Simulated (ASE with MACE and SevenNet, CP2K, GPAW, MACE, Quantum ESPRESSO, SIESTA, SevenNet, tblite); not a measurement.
# Machine-learned potentials runs on glassy 58SiO2-42ZnO (mol %) (67 atoms)

How do the settings of machine-learned potentials change the result for glassy 58SiO2-42ZnO (mol %) (67 atoms)? A plane-wave run serves as the yardstick.

Method: the method is named at each step, in ASE with MACE and SevenNet.

**1. The structure**

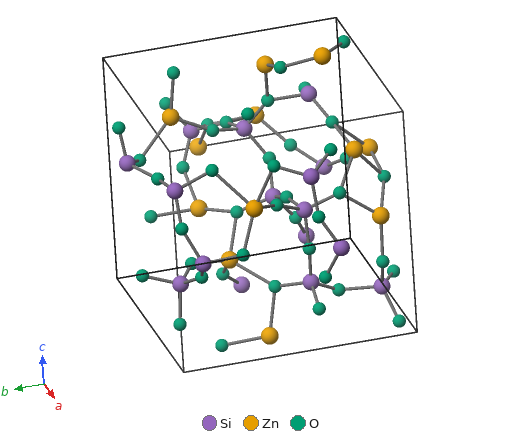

Start, viewed from a free direction; silicon purple, zinc orange, oxygen teal. Bonds to atoms that aren't drawn are left out. Some periodic images of atoms are drawn too.

The cell holds 67 atoms: 15 Si, 11 Zn and 41 O. Its edges and angles: a = 9.780 Å, b = 9.780 Å, c = 9.780 Å, α = 90.0°, β = 90.0°, γ = 90.0°. 67 atoms (15 Si, 11 Zn, 41 O) placed at random at 3.12 g/cm³, melted at 4000 K for 10 ps at fixed volume with the Morse and Coulomb pair potential with partial charges (Pedone, Malavasi, Menziani, Cormack and Segre, J. Phys. Chem. B 110, 11780 (2006)). Quenched from 4000 K to 300 K at 500 K/ps and fixed volume, held 10 ps at zero pressure. Then every atom was moved at random, 0.02 Å r.m.s. a Cartesian component.

The yardstick, on the same geometry:

* method: Kohn-Sham DFT, PBE, SSSP efficiency 1.3.0 pseudopotentials, plane waves (Quantum ESPRESSO 7.5); sssp-pbe-1.3.0-efficiency, cutoffs 60/480 Ry, Γ point
* r.m.s. force component: 1.738 eV/Å
* longest force: 7.029 eV/Å
* pressure: 4.651 GPa
* gap (highest filled to lowest empty level): 2.243 eV
* time: 3.5 min on 4 MPI ranks of Arm Neoverse N1, shared host
* CPU time: 14 min

**2. MACE MP-0b3 medium potential**

Method: machine-learned interatomic potential MACE MP-0b3 medium, trained on PBE(+U) plane-wave data.

run.py

```python
import numpy as np
from ase.io import read
import mlip  # loads the published weights by name

atoms = read("structure.xyz")
atoms.calc = mlip.calc("mace-mp-0b3-medium")
energy = atoms.get_potential_energy()
forces = atoms.get_forces()
print(f"energy {energy:.6f} eV")
print("forces (eV/A)")
for i, (a, f) in enumerate(zip(atoms, forces)):
    print(f"{i:4d} {a.symbol:2s} {f[0]:10.5f} {f[1]:10.5f} {f[2]:10.5f}")
stress = -atoms.get_stress(voigt=False) * 160.21766
print("stress (GPa, compression positive)")
for row in stress:
    print(" ".join(f"{x:10.4f}" for x in row))
```

structure.xyz

```xyz
67
Lattice="9.78013 0.00000 0.00000 0.00000 9.78013 0.00000 0.00000 0.00000 9.78013" Properties=species:S:1:pos:R:3 pbc="T T T"
Si 1.81324 6.63650 0.84696
Si 1.24628 9.36770 5.56421
Si 0.62114 1.62067 3.29678
Si 8.09550 0.90055 1.48648
Si 4.73798 2.56200 8.89112
Si 6.59582 3.44681 1.49939
Si 9.39352 3.31987 7.78068
Si 4.24213 2.91908 3.59508
Si 4.28536 8.26294 1.30467
Si 0.02543 7.15407 3.41454
Si 4.89985 5.37193 7.93266
Si 2.48758 1.03660 0.82681
Si 6.44902 7.96924 8.97073
Si 9.33797 4.22120 4.85476
Si 6.23718 4.69564 5.36469
Zn 0.18876 0.72373 8.29013
Zn 2.49912 7.77198 7.85579
Zn 7.84181 5.62103 0.03883
Zn 6.54838 6.75377 3.05903
Zn 1.24570 4.22277 2.61814
Zn 6.91260 7.98303 5.72069
Zn 2.33178 3.66990 9.36506
Zn 9.63587 8.54177 9.70697
Zn 6.89186 0.75395 7.09617
Zn 4.31695 0.71346 5.89908
Zn 5.58309 0.11697 3.39860
O 5.91981 6.35532 8.81806
O 4.12497 1.38536 4.02139
O 1.28501 7.22331 9.19997
O 8.32514 2.09696 7.47593
O 1.17694 0.88236 4.58903
O 5.35932 3.11057 2.38997
O 4.04741 4.09944 8.57952
O 8.74216 0.44539 0.12812
O 6.71337 0.44822 1.90664
O 3.80789 6.40207 7.56708
O 5.20772 7.98939 2.54929
O 2.70763 9.22266 6.29126
O 6.26926 6.25126 4.96762
O 5.09154 3.84447 4.69172
O 3.42040 9.60047 1.54614
O 0.11071 3.00886 3.80075
O 7.69100 4.19255 4.95373
O 0.14289 5.58856 4.08946
O 6.01243 3.02656 9.76174
O 2.86411 3.69474 3.36554
O 8.28211 7.51564 3.31400
O 6.90057 5.02660 1.71788
O 0.87826 8.05433 4.47725
O 5.91766 4.67011 6.92502
O 9.20359 0.66446 2.57785
O 4.95285 1.71974 7.57266
O 6.85235 8.51830 7.60395
O 0.07795 3.94198 6.25625
O 7.87633 2.64435 1.55074
O 1.71309 4.92889 0.88540
[... 7 atom lines left out ...]
O 5.20665 8.63224 9.75715
O 0.86799 2.66577 8.43086
O 0.76021 7.15876 2.03906
O 3.48975 2.03769 0.12968
```

Launch:

```bash
> OMP_NUM_THREADS=1 python run.py > output.txt
```

Log:

```text
energy -441.107272 eV
forces (eV/A)
   0 Si   -5.98374   -3.51709   -0.50776
   1 Si    1.65965   -2.14536   -3.92974
   2 Si   -0.87330   -4.87107   -2.27268
   3 Si    0.12758    3.70237   -0.04008
   4 Si    0.84185    1.08793    1.22026
   5 Si   -2.86262    1.93439   -1.48936
   6 Si   -3.62608    1.51219   -1.37213
   7 Si    1.09804    2.76464   -0.24785
   8 Si    0.22624    1.60084   -1.54784
   9 Si   -0.63245    0.40855    4.21168
  10 Si    0.80638    1.63051    0.80517
  11 Si    0.03108   -6.14653   -1.21419
  12 Si   -0.63432   -3.69621    2.96300
  13 Si   -2.34431    0.81776   -2.21216
  14 Si   -0.35648    0.13377   -0.24130
  15 Zn   -0.16044    1.20590   -0.72509
  16 Zn    0.86432    0.61946   -1.27172
  17 Zn   -0.45305    0.05953   -0.23950
  18 Zn    0.48079   -1.08598   -0.72485
  19 Zn    0.63699    0.71417   -0.25902
  20 Zn   -0.86772   -0.27662   -0.45594
  21 Zn   -1.82248    0.31410   -0.44071
  22 Zn   -0.05799   -0.88664    0.34408
  23 Zn    0.64139    1.05670   -0.02358
[...]
59 O    -0.87126    2.06728    2.22416
  60 O     0.48475   -0.60617    0.14072
  61 O    -3.79999   -0.21766    3.55027
  62 O     0.87542   -0.41088    0.86312
  63 O    -0.38458    0.22803   -0.08192
  64 O     3.21329   -0.26384    1.29087
  65 O     2.00765   -0.44865   -3.51979
  66 O     1.52769    1.83217   -1.11442
stress (GPa, compression positive)
    6.5644    -1.7819     0.2159
   -1.7819     2.3726    -3.1274
    0.2159    -3.1274     5.4243
```

The job ended after 16 s (1 thread of Arm Neoverse N1, shared host; peak memory 0.91 GiB).

Banners, paths, timers and routine set-up lines are dropped from the logs unmarked, and long logs keep their key lines alone; longer cuts are marked.

Numbers from this run, and their distance from the reference:

* r.m.s. force component: 1.688 eV/Å
* r.m.s. difference of force components: 101 meV/Å
* longest difference of force vectors: 461.7 meV/Å
* force difference over r.m.s. force: 5.81 %
* slope of forces against the reference's: 0.9704
* correlation of force components: 0.9987
* pressure: 4.787 GPa
* pressure difference: 0.1358 GPa

Length of the force difference by element (eV/Å):

| element | atoms | mean | most |
| --- | --- | --- | --- |
| O | 41 | 0.13 | 0.25 |
| Si | 15 | 0.22 | 0.46 |
| Zn | 11 | 0.18 | 0.29 |

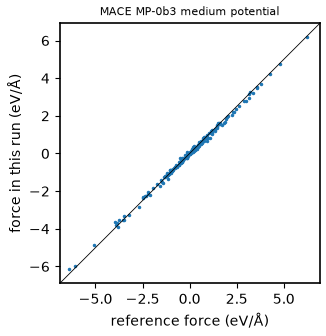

Force components against those of the reference; the line marks equality.

Local excerpt of 9 atoms (numbers count through the whole input) about O59, picked at random; x, y, z are measured from there.

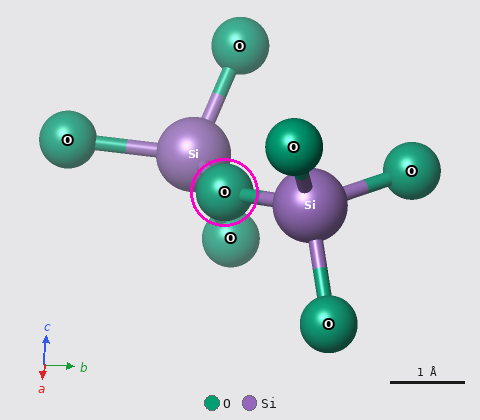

The atoms of the table, within 2.7 Å (arrows a, b, c point along x, y, z); some may hide others; the central atom is ringed.

| atom | x | y | z | distance (Å) | Fx | Fy | Fz (eV/Å) |
| --- | --- | --- | --- | --- | --- | --- | --- |
| O59 | 0.00 | 0.00 | 0.00 | 0.00 | 6.18 | 1.24 | 1.20 |
| Si1 | -1.40 | -0.46 | -0.09 | 1.48 | -5.98 | -3.52 | -0.51 |
| Si9 | 1.07 | 1.17 | 0.37 | 1.62 | 0.23 | 1.60 | -1.55 |
| O29 | -1.93 | 0.13 | -1.52 | 2.46 | -1.72 | 0.10 | 0.17 |
| O41 | 0.20 | 2.51 | 0.61 | 2.59 | -0.77 | 1.44 | 0.26 |
| O56 | -1.50 | -2.17 | -0.05 | 2.64 | -0.36 | 1.61 | 0.27 |
| O64 | 1.99 | 1.54 | -0.96 | 2.69 | -0.38 | 0.23 | -0.08 |
| O66 | -2.46 | 0.06 | 1.10 | 2.69 | 2.01 | -0.45 | -3.52 |
| O37 | 1.99 | 0.89 | 1.61 | 2.71 | 0.08 | -0.37 | 1.37 |

Atoms are counted from 1 here, from 0 in the log.

Forces lie 5.8 % from the reference's, at 0.018 times its CPU time (on 1 against 4 cores).

**3. SevenNet l3i5 potential**

Method: machine-learned interatomic potential SevenNet l3i5, trained on PBE(+U) plane-wave data.

run.py, as its differences from that of step 2:

```diff
@@ -5,3 +5,3 @@
 atoms = read("structure.xyz")
-atoms.calc = mlip.calc("mace-mp-0b3-medium")
+atoms.calc = mlip.calc("7net-l3i5")
 energy = atoms.get_potential_energy()
```

structure.xyz is that of step 2.

Log:

```text
energy -440.804047 eV
forces (eV/A)
   0 Si   -5.91118   -3.36244   -0.37261
   1 Si    1.73113   -2.14267   -3.81660
   2 Si   -0.87701   -5.06424   -2.34612
   3 Si    0.07727    3.71492   -0.03689
   4 Si    1.02122    1.12017    1.22701
   5 Si   -2.69578    1.82846   -1.57485
   6 Si   -3.76771    1.64895   -1.10253
   7 Si    1.12600    2.96268   -0.39029
   8 Si    0.32817    1.58020   -1.48105
   9 Si   -0.73490    0.53653    4.27619
  10 Si    0.92639    1.66423    0.79097
  11 Si   -0.00663   -6.32286   -1.25539
  12 Si   -0.56647   -3.70373    3.08021
  13 Si   -2.48062    0.83305   -1.93182
  14 Si   -0.43416    0.13398   -0.24482
  15 Zn   -0.19880    1.50264   -0.76023
  16 Zn    0.88509    0.66756   -1.40146
  17 Zn   -0.35917   -0.08014   -0.16308
  18 Zn    0.49753   -1.21953   -0.83640
  19 Zn    0.72199    0.65245   -0.22100
  20 Zn   -0.88571   -0.52824   -0.49200
  21 Zn   -2.00795    0.34666   -0.57243
  22 Zn   -0.21908   -0.94023    0.44001
  23 Zn    0.79752    1.25580    0.08369
[...]
59 O    -0.92083    2.24413    2.34761
  60 O     0.39495   -0.54650    0.14574
  61 O    -3.81775   -0.25735    3.52349
  62 O     0.81394   -0.42850    0.79722
  63 O    -0.39735    0.24429   -0.13868
  64 O     3.28660   -0.36182    1.27974
  65 O     2.08853   -0.46319   -3.53591
  66 O     1.45184    1.90422   -1.10061
stress (GPa, compression positive)
    6.3292    -1.8000     0.2526
   -1.8000     2.3064    -3.3256
    0.2526    -3.3256     5.3418
```

Wall time 17 s (1 thread); peak memory 1.2 GiB.

Compared with the plane-wave run:

```
r.m.s. force component                  : 1.708 eV/Å
r.m.s. difference of force components   : 67.86 meV/Å
longest difference of force vectors     : 252.8 meV/Å
force difference over r.m.s. force      : 3.905 %
slope of forces against the reference's : 0.9824
correlation of force components         : 0.9994
pressure                                : 4.659 GPa
pressure difference                     : 0.0078 GPa
```

Against the first run (5.8 %), the force difference from the reference is 3.9 %, at 1.1 times the CPU time.

**4. MACE MPA-0 medium potential**

Method: machine-learned interatomic potential MACE MPA-0 medium, trained on PBE(+U) plane-wave data.

run.py, as its differences from that of step 3:

```diff
@@ -5,3 +5,3 @@
 atoms = read("structure.xyz")
-atoms.calc = mlip.calc("7net-l3i5")
+atoms.calc = mlip.calc("mace-mpa-0-medium")
 energy = atoms.get_potential_energy()
```

structure.xyz is that of step 3.

Log:

```text
energy -441.023990 eV
forces (eV/A)
   0 Si   -5.98137   -3.46320   -0.40790
   1 Si    1.68816   -2.26205   -3.92774
   2 Si   -0.80190   -5.10435   -2.32231
   3 Si    0.12147    3.86765    0.02497
   4 Si    0.90814    1.14391    1.08015
   5 Si   -2.73959    1.93587   -1.48073
   6 Si   -3.87756    1.66059   -1.29924
   7 Si    0.94791    2.89244   -0.30444
   8 Si    0.30336    1.46333   -1.38171
   9 Si   -0.66205    0.41126    4.32100
  10 Si    0.85726    1.66557    0.65236
  11 Si    0.11932   -6.38404   -1.23684
  12 Si   -0.59603   -3.69677    2.98281
  13 Si   -2.46227    0.96767   -2.18417
  14 Si   -0.42568    0.30747   -0.18114
  15 Zn   -0.17411    1.37862   -0.81056
  16 Zn    0.94707    0.59406   -1.31899
  17 Zn   -0.40879   -0.09584   -0.17803
  18 Zn    0.47356   -1.23697   -0.75827
  19 Zn    0.85614    0.72289   -0.11127
  20 Zn   -0.84543   -0.41563   -0.45650
  21 Zn   -1.98368    0.37484   -0.51016
  22 Zn   -0.12548   -0.96969    0.44569
  23 Zn    0.62751    0.98888   -0.06368
[...]
59 O    -0.96513    2.13475    2.32145
  60 O     0.53036   -0.51474    0.12131
  61 O    -3.85917   -0.16743    3.53561
  62 O     0.78428   -0.44566    0.88032
  63 O    -0.38125    0.22061   -0.15823
  64 O     3.32901   -0.30850    1.28606
  65 O     2.07234   -0.45989   -3.55284
  66 O     1.46472    1.87053   -1.08677
stress (GPa, compression positive)
    6.7394    -1.7769     0.3214
   -1.7769     2.7078    -3.3847
    0.3214    -3.3847     5.6106
```

It took 13 s on 1 thread; peak memory 0.94 GiB.

Numbers from this run, and their distance from the reference:

- r.m.s. force component: 1.718 eV/Å
- r.m.s. difference of force components: 82.42 meV/Å
- longest difference of force vectors: 272.3 meV/Å
- force difference over r.m.s. force: 4.743 %
- slope of forces against the reference's: 0.9878
- correlation of force components: 0.9989
- pressure: 5.019 GPa
- pressure difference: 0.368 GPa

Against the first run (5.8 %), the force difference from the reference is 4.7 %, at 0.90 times the CPU time.

**5. All runs compared**

Differences are against the plane-wave reference, forces as r.m.s. over components; share is that over the reference's r.m.s. force, slope the least-squares factor from reference forces to these. Total energies of different programs have different zeros and aren't compared.

| run | Δ force, r.m.s. (meV/Å) | share (%) | slope | Δ pressure (GPa) | cores | CPU time | memory (GiB) |
| --- | --- | --- | --- | --- | --- | --- | --- |
| reference | - | - | - | - | 4 | 14 min | 2.8 |
| MACE MP-0b3 medium potential | 101 | 5.81 | 0.970 | 0.136 | 1 | 15 s | 0.91 |
| SevenNet l3i5 potential | 67.9 | 3.91 | 0.982 | 0.0078 | 1 | 16 s | 1.2 |
| MACE MPA-0 medium potential | 82.4 | 4.74 | 0.988 | 0.368 | 1 | 13 s | 0.94 |

Times of the machine-learned potentials are mostly Python's start and the loading of weights.

CPU time is summed over cores on a shared host, where runs went side by side, so it is rough. Symmetry, cutoffs, thresholds, outputs and thread counts weren't matched or tuned between programs; memory under MPI is the largest rank's times the ranks.

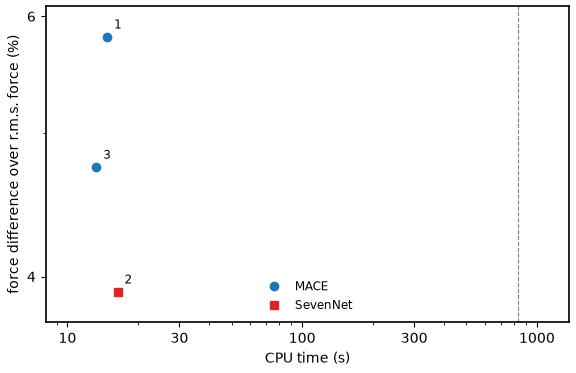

Force difference against CPU time; the dashed line marks the reference's time. Points: 1 MACE MP-0b3 medium potential; 2 SevenNet l3i5 potential; 3 MACE MPA-0 medium potential.

**6. Summary of results**

* nearest in forces: SevenNet l3i5 potential, 3.9 %
* its CPU time: 16 s

Machine-learned potentials differ by 3.9 % (SevenNet l3i5 potential) to 5.8 % (MACE MP-0b3 medium potential); they were trained on other programs' data. The reference's pressure holds the uncorrected Pulay stress of its 60 Ry basis, so small pressure differences, and their order, may be the reference's own error. Machine-learned potentials mimic data converged in k, so the reference's own k-point error enters their differences. The quench rate of 500 K/ps is many orders above laboratory rates, so the cell is likely richer in defects and strain than a real sample. The network of bonds at the start is that of the classical potential that made the cell, and needn't be the one that DFT or experiment would give. The reference's stress is far from hydrostatic: its diagonal is 6.4, 2.3, 5.3 GPa, compression counted positive. The electronic-structure runs sample only Γ, in a cell whose shortest periodic width is 10 Å.

[Also dropped from logs without a mark: logging warnings of Python, and SIESTA's first energy breakdown and zero terms.]

[Logs are printed without paths, hosts, clocks, repeated set-up lines and the standing remarks that a program may print on its own settings, such as how far it seeks lower states.]

[Hosts, paths, dates, database ids (printed as entryN), source tags and the programs' standing remarks are cut or masked in the printed files.]
